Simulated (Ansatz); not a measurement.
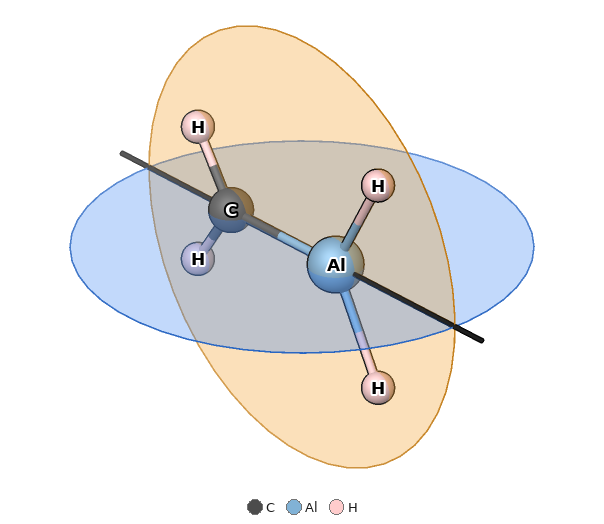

All proper rotation axes (lines) and mirror planes (discs) of the structure are drawn in. Distant atoms are faded towards the background colour. State: neutral, doublet. Computed geometry: PBE0-D4/def2-TZVP optimisation. No frequency run is at hand to confirm it as a minimum.

What is the order of each axis, and which point group results?

It has 1 C2 axis and 2 mirror planes. Point group C2v. The group has 4 operations. The geometry is achiral, and symmetry allows a dipole moment.
